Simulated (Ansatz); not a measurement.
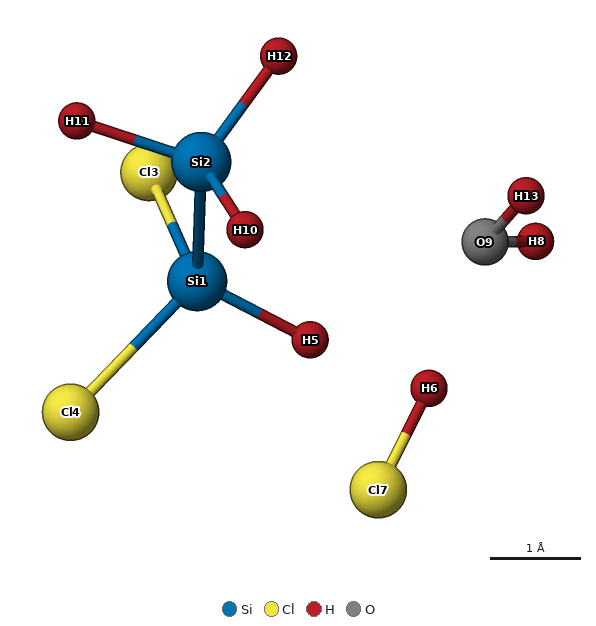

The structure as given in the input (ball-and-stick view, seen at a tilt; atoms are numbered from 1 in the order of the input).

## Run report: Si$_{2}$H$_{7}$Cl$_{3}$O, single-point calculation

System: Si$_{2}$H$_{7}$Cl$_{3}$O.
Method: RKS PBE0-D4/def2-TZVPP (Ansatz 0.2.0).

The geometry is the reactant side of a reaction. The reaction was set up to form Si1–Cl7, H6–O9 and Si2–H8 and to break Si1–Si2, H6–Cl7 and H8–O9 (atoms counted from 1 in the order of the input); sticks are drawn by distance alone. The geometry comes from this level: PBE0-D4/def2-TZVP.

Input
```yaml
crystal:
  periodic: [false, false, false]
  atoms:
    - {symbol: Si, position_ang: [-1.490396, -0.310611, -0.742513]}
    - {symbol: Si, position_ang: [0.521433, 0.645052, -1.445525]}
    - {symbol: Cl, position_ang: [-1.981508, -1.770155, -2.112887]}
    - {symbol: Cl, position_ang: [-2.965948, 1.112219, -0.738963]}
    - {symbol: H, position_ang: [-1.502137, -0.967992, 0.581519]}
    - {symbol: H, position_ang: [0.323664, 0.523474, 2.141564]}
    - {symbol: Cl, position_ang: [-0.474857, 1.471345, 2.537203]}
    - {symbol: H, position_ang: [1.142102, -1.700581, 1.754552]}
    - {symbol: O, position_ang: [1.331621, -0.818240, 1.424030]}
    - {symbol: H, position_ang: [1.025359, 1.636569, -0.463213]}
    - {symbol: H, position_ang: [0.253187, 1.320178, -2.742582]}
    - {symbol: H, position_ang: [1.531017, -0.425208, -1.655522]}
    - {symbol: H, position_ang: [2.286461, -0.715950, 1.462237]}
basis:
  gaussian: {orbitals: def2-TZVPP}
hamiltonian: {xc: pbe0, dispersion: d4}
output: {orbitals: {seedname: orbitals}}
```

Run on 4 CPU threads, shared host.

Launched with:
```bash
ansatz run in.yaml --threads 4 --pin off --events-out ev --progress --plain --max-ram 66560MiB --backend cuda --devices 0, --max-vram 37GiB
```

Log
```
Functional definition: PBE0
  name "PBE0"
  cite "Adamo & Barone, J. Chem. Phys. 110, 6158 (1999) doi:10.1063/1.478522"
  cite "Perdew, Burke & Ernzerhof, Phys. Rev. Lett. 77, 3865 (1996) doi:10.1103/PhysRevLett.77.3865"
  parent pbe
  parameter a = 0.25
  parameter kappa = 0.804
  parameter beta = 0.06672455060314922
  exchange = (1 - a)*pbe_x(kappa = kappa, mu = beta*pi^2/3) + a*exact_x
  correlation = pbe_c(beta = beta)
2121 factors; their error is unknown
mean field evaluation 1: about -55464.7752 eV, gradient 4.9e1 eV
mean field evaluation 2: about -55460.7036 eV, gradient 7.0e1 eV
mean field evaluation 4: about -55468.7523 eV, gradient 1.9e0 eV
mean field evaluation 8: about -55468.7553 eV, gradient 1.7e-1 eV
mean field evaluation 16: about -55468.8884 eV, gradient 1.8e-4 eV
mean field -55468.88837935 eV, -2038.4440497783 hartree, gradient 4.8e-5 eV, S^2 0.000000; 0 other end points of the search recorded, 0 dependent functions left out
reference -55468.88841872 eV, -2038.4440512251 hartree; 47, 47 occupied and 292, 292 virtual orbitals, 2121 factors
Total energy: -55469.22686205 eV, -2038.4564887879 hartree
```

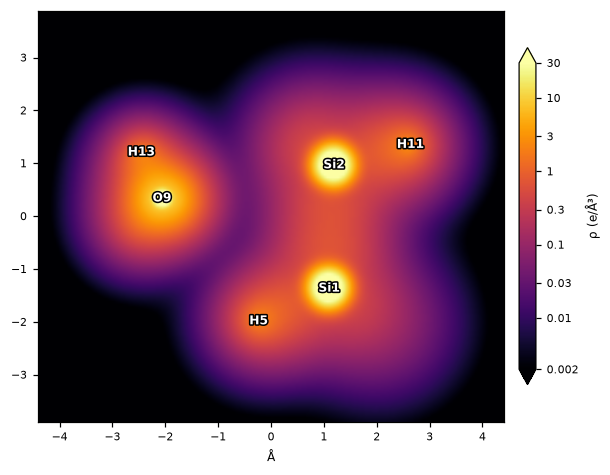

Electron density on the plane of atoms Si1, Si2 and H11. The section cuts through Si, H and O sites. Si–Si (2.34 Å): ρ is about 0.66 e/Å³ halfway. O–H (0.96 Å): ρ at the midpoint is about 3.8 e/Å³, with its minimum of 2.5 e/Å³ about 0.8 Å from O.

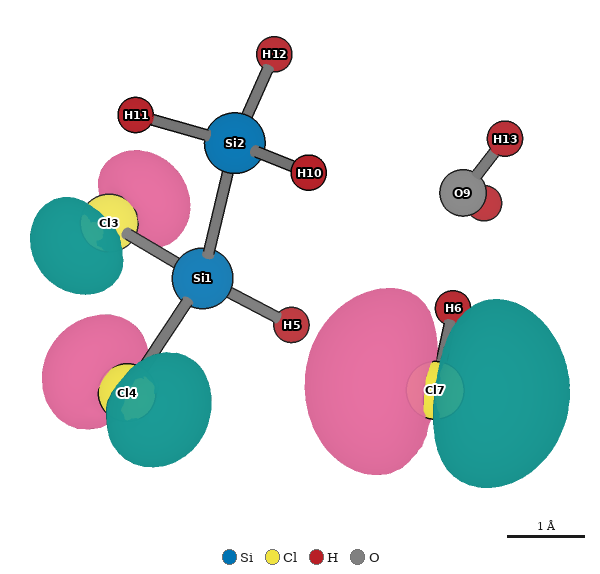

One frontier orbital at ±0.1 Å⁻³ᐟ² (teal and pink are the two phases), seen at a tilt. The HOMO−1, at −8.84 eV.

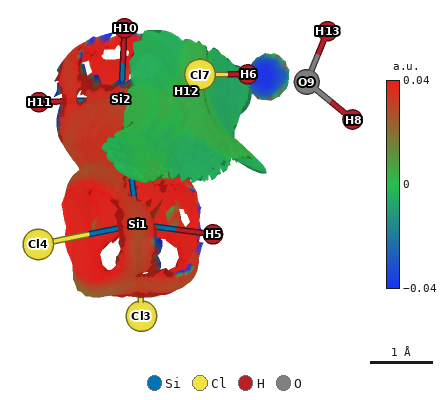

Non-covalent interaction (NCI) plot: the surface where the reduced density gradient is 0.6, for densities under 0.05 a.u., coloured by sign(λ₂)ρ; seen at an oblique angle. Between Si2 on one side and O9 on the other: a weak, van der Waals-like contact (green)

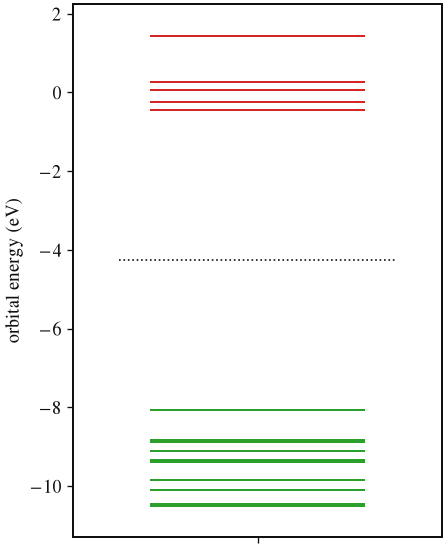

Orbital energies near the frontier; the dotted line parts filled from empty levels, and levels within 0.02 eV of each other stand side by side. Highest filled −8.06 eV, lowest empty −0.46 eV, 7.60 eV apart.

Summary

- outcome: converged
- total energy: −55469.2269 eV
- mean-field energy: −55468.8884 eV
- dispersion energy: −0.3384 eV
- SCF solution under orbital rotations: stable
- HOMO: −8.06 eV
- LUMO: −0.46 eV
- wall time: 8.5 s (CPU time 5.4 s; the host was busy)
- peak memory: 0.87 GiB
